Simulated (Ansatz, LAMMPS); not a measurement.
# Electronic structure of liquid mixture of sulfolane and H2O at 380 K (192 atoms), part 2 of 3

What does DFT give for liquid mixture of sulfolane and H2O at 380 K (192 atoms) as built?

Ansatz 0.2.0; Kohn-Sham DFT, PBEsol, PAW (set soft_2), plane waves.

The cell: 28 O, 12 S, 48 C and 104 H. The network of contacts between molecules at the start is that of the classical potential that made the cell. The functional has no dispersion term. The density was typed from a rule of thumb and may lie off the real one at this temperature. The Brillouin zone is sampled at Γ only, in a cell whose shortest periodic width is 13 Å.

So far: The starting structure; Making the structure.

## 3. Plane-wave single point

One self-consistent run at the given positions yields energy and forces.

File input.yaml:

```yaml
crystal:
  lattice:
    - [12.92274, 0.0, 0.0]
    - [0.0, 12.92274, 0.0]
    - [0.0, 0.0, 12.92274]
  atoms:
    - { symbol: O, position: [0.72374, 0.30893, 0.75392] }
    - { symbol: S, position: [0.81116, 0.24383, 0.72754] }
    - { symbol: O, position: [0.88182, 0.26797, 0.64423] }
    - { symbol: C, position: [0.77057, 0.1161, 0.72024] }
    - { symbol: C, position: [0.84058, 0.05625, 0.79323] }
    - { symbol: C, position: [0.84681, 0.12588, 0.8844] }
    - { symbol: C, position: [0.88549, 0.21956, 0.84114] }
    - { symbol: H, position: [0.68911, 0.11381, 0.73327] }
    - { symbol: H, position: [0.7912, 0.08632, 0.64318] }
    - { symbol: H, position: [0.91868, 0.0433, 0.7607] }
    - { symbol: H, position: [0.79948, 0.98008, 0.81568] }
    - { symbol: H, position: [0.77194, 0.13509, 0.91927] }
    - { symbol: H, position: [0.89602, 0.09698, 0.94525] }
    - { symbol: H, position: [0.96083, 0.20532, 0.8139] }
    - { symbol: H, position: [0.88115, 0.27859, 0.901] }
    - { symbol: O, position: [0.78502, 0.31567, 0.25339] }
    - { symbol: S, position: [0.82397, 0.32271, 0.14652] }
    - { symbol: O, position: [0.87954, 0.23866, 0.09322] }
    - { symbol: C, position: [0.88676, 0.44214, 0.12447] }
    - { symbol: C, position: [0.82238, 0.49738, 0.03971] }
    - { symbol: C, position: [0.70914, 0.46831, 0.06532] }
    - { symbol: C, position: [0.71171, 0.35272, 0.07373] }
    - { symbol: H, position: [0.89029, 0.48781, 0.19569] }
    - { symbol: H, position: [0.96421, 0.43164, 0.09636] }
    - { symbol: H, position: [0.84224, 0.45137, 0.96753] }
    - { symbol: H, position: [0.85046, 0.57749, 0.03641] }
    - { symbol: H, position: [0.6818, 0.51159, 0.13476] }
    - { symbol: H, position: [0.6524, 0.49157, 0.00282] }
    - { symbol: H, position: [0.71803, 0.30566, 0.00581] }
    - { symbol: H, position: [0.64188, 0.32619, 0.1134] }
    - { symbol: O, position: [0.57667, 0.79926, 0.38209] }
    - { symbol: S, position: [0.65729, 0.80479, 0.46114] }
    [... 154 atom lines left out ...]
    - { symbol: O, position: [0.56187, 0.39309, 0.86535] }
    - { symbol: H, position: [0.62501, 0.3611, 0.83407] }
    - { symbol: H, position: [0.52305, 0.43208, 0.81094] }
    - { symbol: O, position: [0.23127, 0.68576, 0.59067] }
    - { symbol: H, position: [0.16165, 0.71758, 0.60205] }
    - { symbol: H, position: [0.24659, 0.68368, 0.51484] }
kpoints:
  mp_grid: { grid: [1, 1, 1] }
hamiltonian:
  xc: pbesol
scf:
  occupations: { method: gaussian, width: 0.025 }
output:
  forces: true
  stress: true
  populations: intrinsic
  dos:
    method: { smearing: { sigma: 0.15 } }
    de: 0.1
    projected: { site_lists: { C: [C], H: [H], O: [O], S: [S] } }
  eigenvalues: true
  write_density: true
  write_potential: true
  volumetric_format: npy
```

The run is started by

```
> ansatz run input.yaml --threads 8 --pin off --max-ram 15872MiB --backend cpu --events-out ev --progress --plain --runs-dir out
```

Numbers of over 12 decimals in the logs are rounded to 6 here.

Output:

```text
Engine: ansatz 0.2.0, aarch64-unknown-linux-gnu
Pseudopotentials: kind: paw
Pseudopotential: O, paw, valence charge 6, recommended cutoff 420 eV (normal), O.paw.azcp
Pseudopotential: S, paw, valence charge 6, recommended cutoff 420 eV (normal), S.paw.azcp
Pseudopotential: C, paw, valence charge 4, recommended cutoff 420 eV (normal), C.paw.azcp
Pseudopotential: H, paw, valence charge 1, recommended cutoff 420 eV (normal), H.paw.azcp
[... 3 lines on functional and potentials left out ...]
Crystal: 192 atoms, lattice volume = 2158.062 Å³
Basis set: ecut = 420 eV, 42211 PW (Γ), exchange–correlation on 180×180×180 points (8 copies of the dense FFT grid, shifted against one another)
Bands: 460, of which v1, the nominal top of the filled ones, is band 268 counted from 1 (267 counted from 0)
Symmetry: 1 space group operations
Space group: P1 (ITA 1), of the structure as read, at distance tolerance 1.3e-4 Å
k-points: 1
[... 12 lines on functional and potentials left out ...]
Initial density: superposition of atomic densities (neutral atoms: chi_scale 0, normalization atom), corrected by the library's trained network
Initial wavefunctions: pseudopotential atomic-orbital guess
Functional: x = pbesol(κ = 0.804, μ = 0.123457), c = pbesol(β = 0.046)
SCF iter   1: F=—  HF=-39784.407581 eV  |F-HF|=—  |Δ(HF+E_count)|=         —  Δρ=6.00e-3  dr2=8.90e-1  ethr=1.77e-3  ⟨swp⟩=6.0  Hψ=2237  notcnv=0  defer=76
preconditioner: auto → Resta (q_TF=auto, 2.163 Å⁻¹)  ε∞=2.4  [insulator: Δε(μ)=4.607 eV  Ē_g=15.112 eV  σ=0.025 eV  W_gap=1.00  n_scr=364 (ndim 8)  ℏωp=18.1 eV  f_vac=0.275  D(μ)=0.00/eV (n_scr^D=0)  ε∞_Penn≈2.4]
SCF iter   2: F=—  HF=-39784.212827 eV  |F-HF|=—  |Δ(HF+E_count)|=   1.95e-1  Δρ=3.46e-3  dr2=2.20e-1  ethr=1.66e-4  ⟨swp⟩=2.0  Hψ=642  notcnv=0  defer=184
SCF iter   3: F=—  HF=-39784.212014 eV  |F-HF|=—  |Δ(HF+E_count)|=   8.13e-4  Δρ=1.70e-3  dr2=7.58e-2  ethr=4.10e-5  ⟨swp⟩=4.0  Hψ=554  notcnv=0  defer=184
SCF iter   4: F=—  HF=-39784.201652 eV  |F-HF|=—  |Δ(HF+E_count)|=   1.04e-2  Δρ=5.03e-4  dr2=6.40e-3  ethr=1.41e-5  ⟨swp⟩=3.0  Hψ=551  notcnv=0  defer=184
SCF iter   5: F=—  HF=-39784.203203 eV  |F-HF|=—  |Δ(HF+E_count)|=   1.55e-3  Δρ=2.39e-4  dr2=1.62e-3  ethr=1.19e-6  ⟨swp⟩=2.0  Hψ=791  notcnv=0  defer=184
SCF iter   6: F=—  HF=-39784.203846 eV  |F-HF|=—  |Δ(HF+E_count)|=   6.43e-4  Δρ=1.63e-4  dr2=5.74e-4  ethr=3.02e-7  ⟨swp⟩=2.0  Hψ=550  notcnv=0  defer=184
SCF iter   7: F=—  HF=-39784.203806 eV  |F-HF|=—  |Δ(HF+E_count)|=   3.98e-5  Δρ=4.34e-5  dr2=5.09e-5  ethr=1.07e-7  ⟨swp⟩=2.0  Hψ=548  notcnv=0  defer=184
SCF iter   8: F=—  HF=-39784.203973 eV  |F-HF|=—  |Δ(HF+E_count)|=   1.67e-4  Δρ=2.71e-5  dr2=1.48e-5  ethr=9.50e-9  ⟨swp⟩=2.0  Hψ=543  notcnv=0  defer=184
SCF iter   9: F=—  HF=-39784.203967 eV  |F-HF|=—  |Δ(HF+E_count)|=   5.76e-6  Δρ=7.05e-6  dr2=1.45e-6  ethr=2.77e-9  ⟨swp⟩=2.0  Hψ=536  notcnv=0  defer=184
SCF iter  10: F=—  HF=-39784.203966 eV  |F-HF|=—  |Δ(HF+E_count)|=   1.28e-6  Δρ=4.29e-6  dr2=4.20e-7  ethr=2.71e-10  ⟨swp⟩=2.0  Hψ=536  notcnv=0  defer=184
SCF iter  11: F=—  HF=-39784.203966 eV  |F-HF|=—  |Δ(HF+E_count)|=   2.53e-7  Δρ=2.25e-6  dr2=1.12e-7  ethr=7.83e-11  ⟨swp⟩=2.0  Hψ=542  notcnv=0  defer=184
SCF iter  12: F=-39784.203966 eV  HF=-39784.203966 eV  |F-HF|=1.84e-8  |Δ(HF+E_count)|=   6.23e-8  Δρ=5.41e-7  dr2=1.05e-8  ethr=1.87e-11  ⟨swp⟩=20.0  Hψ=3853  notcnv=0
SCF 1 converged in 12 iterations: F = -39784.203966 eV  dr2 = 1.05e-8
  greatest PAW one-centre occupation: 0.880 electrons in one spin orbital (limit 2), on the O atom at site 62 (counted from 0), in its partial waves of l = 0
WARN: The input density's exchange-correlation potential varies sharply where the density is thin. Do not read a vacuum level from v_tot or v_xc, or from such a field of the output density. On a cell that repeats whose density bears no net charge and no dipole along the vacuum's axis use v_es (v_loc + v_h of the components); [...]
SCF converged after 12 iterations
Free energy (F): -39784.203966 eV
Harris-Foulkes:  -39784.203966 eV  (|F-HF|=1.84e-8)
Internal energy: -39784.203966 eV  (E = F + TS)
E sigma→0 (E₀):  -39784.203966 eV
Fermi energy:    1.792477 eV
--- Per-component energies (eV) ---
  E_band       = -4189.387714
  E_kinetic    = 12173.799501
  E_local      = -42855.607647  (includes V_loc(G=0)·N_el)
  E_nonlocal   = 3165.675177
  E_hartree    = 16276.398593
  E_xc         = -6427.307838
  E_vxc        = -7738.317611  (∫ρ·V_xc dr)
  E_paw        = -15932.100353  (= ΣΔE_a)
  E_vpaw       = -1487.664699  (= ΣTr[D̂ρ^β])
  E_aug_tail   = -0.069986  (compensation charges beyond the density's cutoff)
  E_ewald      = -6187.735691
  E_core_change = 2.744277  (= ΣΔE_core)
  E_smearing   = -0.000000  (= −TS)
  E_closure    = -0.000000  (closes the sum)
  Σ components = -39784.203966   (vs F -39784.203966, Δ=0.00e0)
--- Forces (eV/Å), atoms counted from 1 ---
  atom   1  O     -0.36193191     0.67129266    -0.36779467
  atom   2  S      0.96667275    -0.13009497     1.20829119
  atom   3  O     -0.18156210     0.56091726    -0.54281078
  atom   4  C      1.20259550    -1.52018056    -1.80055196
  atom   5  C     -1.73029289    -1.92850430     0.76707102
  atom   6  C     -0.34125355    -2.03805201     0.78227695
  atom   7  C     -0.19605209     2.50659498     0.59394271
  atom   8  H     -1.06814515    -0.31163755     0.36734880
  atom   9  H     -0.56339576     0.28051499    -0.34697613
  atom  10  H     -0.33363311    -0.23341570    -0.04090499
  atom  11  H      0.92997713     1.02238736    -0.66345452
  atom  12  H     -0.98325031     0.13692395     0.41188576
  atom  13  H      0.56971479    -0.21731890     0.51288262
  atom  14  H      1.85924786     0.16552286    -0.50083397
[...]
atom 191  H      1.23826866    -0.02099630    -0.92988820
  atom 192  H     -0.58834854     0.17799200     0.85249707
  max |Σ_I F_I| component: 4.87e-5 eV/Å
--- Stress (GPa, compression-positive) ---
        2.695582       0.093767       0.157868
        0.093767       3.925261       0.149838
        0.157868       0.149837       3.338763
  P = ⅓ Tr σ = 3.3199 GPa (33.199 kbar)
--- Band table (eV) ---
  k-point 0: bands = ["-23.1741", "-23.0015", "-22.9657", "-22.9379", [... 444 levels ...], "10.8215", "10.8742", "10.9128", "10.9292", "10.9648", "10.9985", "11.0314", "11.0589", "11.0841", "11.1255", "11.1518", "11.1717"]
--- intrinsic populations: 192 sites ---
  site symbol       q [e]
     0      O      6.8922
     1      S      3.9378
     2      O      6.9026
[...]
191      H      0.6124
  spilling = -0.000000 (of n_electrons = 536.000000)
```

It took 22 s on 8 threads of Arm Neoverse V2, shared host; peak memory 3 GiB; 2.7 min of CPU time.

The program notes that the exchange-correlation potential is rough where the density is thin.

The run gave:

- free energy: -39784.2040 eV
- free energy per atom: -207.2094 eV/atom
- SCF cycles: 12
- pressure: 3.32 GPa
- r.m.s. force component: 1.012 eV/Å
- longest force: 4.297 eV/Å
- Fermi energy: 1.792 eV
- gap (highest filled to lowest empty level): 4.545 eV

Neighbours are counted within 1.34 Å (H-C), 1.21 Å (H-O), 1.85 Å (C-C), 2.21 Å (C-S), 1.93 Å (O-S).

Length of the force by element and coordination:

| element | coordination | atoms | mean length of the force (eV/Å) | spread | least | most |
| --- | --- | --- | --- | --- | --- | --- |
| C | all | 48 | 2.14 | 0.831 | 0.331 | 3.67 |
| H | all | 104 | 1.15 | 0.790 | 0.106 | 3.93 |
| O | all | 28 | 1.13 | 0.798 | 0.409 | 4.12 |
| O | 1 | 24 | 1.21 | 0.827 | 0.409 | 4.12 |
| O | 2 | 4 | 0.598 | 0.173 | 0.413 | 0.817 |
| S | all | 12 | 2.37 | 1.01 | 1.20 | 4.30 |

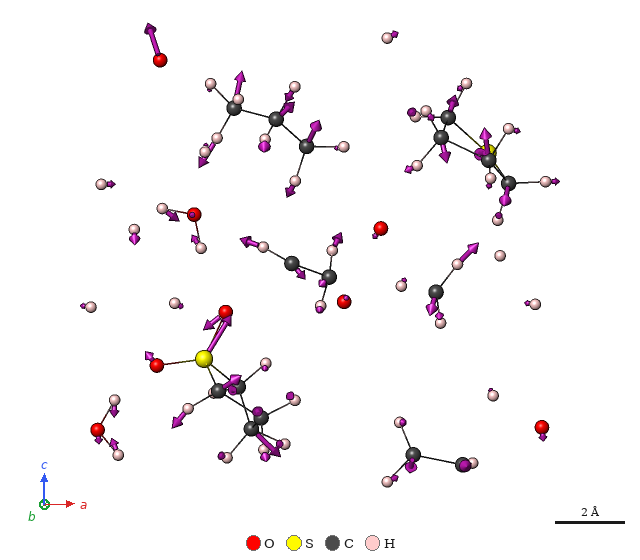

Forces as arrows; the longest in the cell is 4.30 eV/Å. Drawn is a slice 4 Å thick, seen along the normal of the ac plane. Bonds to atoms that aren't drawn are left out.

Intrinsic-atomic-orbital charges by element and coordination:

| element | coordination | atoms | mean charge (e) | spread | least | most |
| --- | --- | --- | --- | --- | --- | --- |
| C | all | 48 | -0.458 | 0.122 | -0.613 | -0.293 |
| H | all | 104 | 0.216 | 0.0496 | 0.154 | 0.388 |
| O | all | 28 | -0.896 | 0.0264 | -0.932 | -0.821 |
| O | 1 | 24 | -0.904 | 0.0166 | -0.932 | -0.861 |
| O | 2 | 4 | -0.847 | 0.0187 | -0.870 | -0.821 |
| S | all | 12 | 2.05 | 0.0246 | 1.99 | 2.09 |

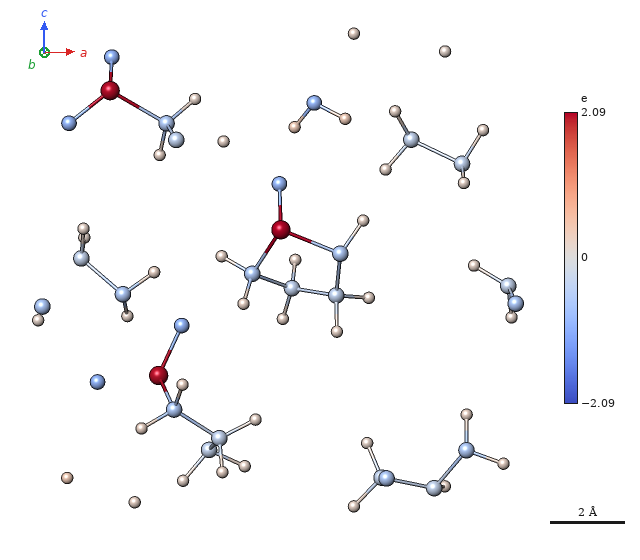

Atoms coloured by intrinsic-atomic-orbital charge. Drawn is a slice 4 Å thick, seen along the normal of the ac plane. Bonds to atoms that aren't drawn are left out.

States in the cell by windows of 1 eV, zero at the Fermi level; the larger projections on atomic orbitals stand beside the total:

| from (eV) | to (eV) | total | C p | O p | H s | S p | C s |
| --- | --- | --- | --- | --- | --- | --- | --- |
| -14 | -13 | 2.9 | 0.6 | 0.1 | 0.4 | 0.2 | 1.0 |
| -13 | -12 | 0.0 | 0.0 | 0.0 | 0.0 | 0.0 | 0.0 |
| -12 | -11 | 33.8 | 10.1 | 2.0 | 7.9 | 2.6 | 8.3 |
| -11 | -10 | 15.8 | 4.5 | 1.9 | 3.4 | 0.4 | 2.6 |
| -10 | -9 | 40.3 | 17.9 | 7.7 | 6.2 | 4.3 | 0.5 |
| -9 | -8 | 33.4 | 12.3 | 8.7 | 5.8 | 3.0 | 0.6 |
| -8 | -7 | 65.8 | 26.6 | 17.0 | 11.0 | 6.2 | 1.1 |
| -7 | -6 | 33.8 | 17.3 | 6.7 | 6.8 | 1.6 | 0.3 |
| -6 | -5 | 61.4 | 33.7 | 12.4 | 12.9 | 0.4 | 0.5 |
| -5 | -4 | 64.9 | 16.6 | 36.9 | 8.3 | 0.4 | 0.3 |
| -4 | -3 | 50.3 | 10.1 | 34.3 | 3.3 | 0.4 | 0.4 |
| -3 | -2 | 8.6 | 1.0 | 7.2 | 0.2 | 0.0 | 0.1 |
| -2 | 2 | 0.0 | 0.0 | 0.0 | 0.0 | 0.0 | 0.0 |
| 2 | 3 | 18.1 | 2.0 | 1.7 | 4.7 | 2.4 | 1.8 |
| 3 | 4 | 48.0 | 6.2 | 4.5 | 12.0 | 7.4 | 3.1 |
| 4 | 5 | 57.7 | 10.3 | 4.4 | 11.0 | 8.2 | 3.7 |

Between -26 and -14 eV lie 125 more states.

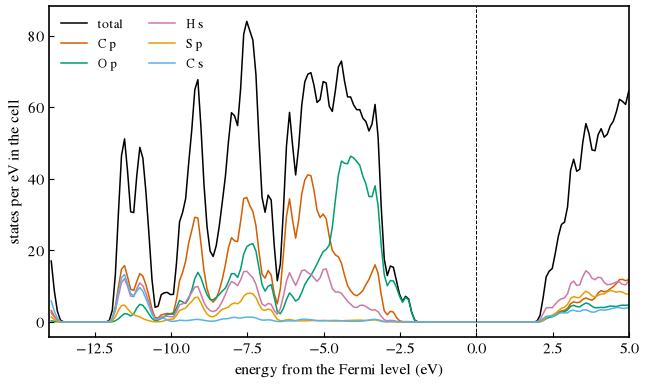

Total and projected density of states, with the broadening of the input.

The levels nearest the highest filled one (over half full), pooled over k-points and spins:

| level less the highest filled one (eV) | occupation |
| --- | --- |
| -0.870 | 2 |
| -0.754 | 2 |
| -0.526 | 2 |
| -0.494 | 2 |
| -0.301 | 2 |
| 0 | 2 |
| 4.55 | 0 |
| 4.65 | 0 |
| 4.83 | 0 |
| 4.91 | 0 |
| 5.00 | 0 |
| 5.09 | 0 |

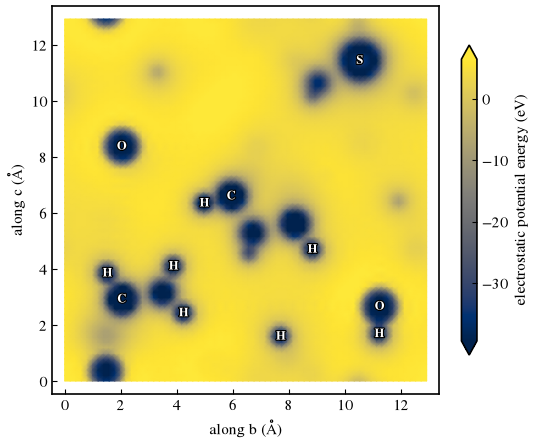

Electrostatic potential energy in the bc plane at fractional x = 0.236, with atoms of C and H and O and S within 0.2 Å of it. With pseudopotentials it is smooth inside the atoms' cores, unlike the true potential. The map starts off the cell's origin, so that atoms lie inside it.

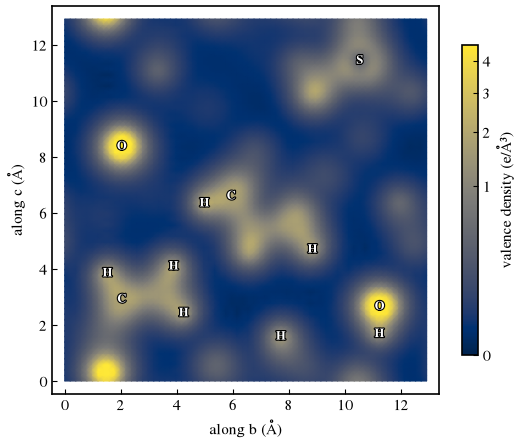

Valence density in the bc plane at fractional x = 0.236, with atoms of C and H and O and S within 0.2 Å of it. It is the smooth field of the valence electrons, not physical close to the nuclei. The map starts off the cell's origin, so that atoms lie inside it. The colour scale is stretched toward low values.

Mean intrinsic-atomic-orbital charges: C -0.46, H +0.22, O -0.90, S +2.05 e. The largest share in the top eV of filled states is O p (76 % of the projected weight), and in the lowest eV of empty states H s (34 % of the projected weight).

(Continued in part 3 of 3.)

[Logs are printed without paths, hosts, clocks, repeated set-up lines and the standing remarks that a program may print on its own settings, such as how far it seeks lower states.]

[Hosts, paths, dates, database ids (printed as entryN), source tags and the programs' standing remarks are cut or masked in the printed files.]
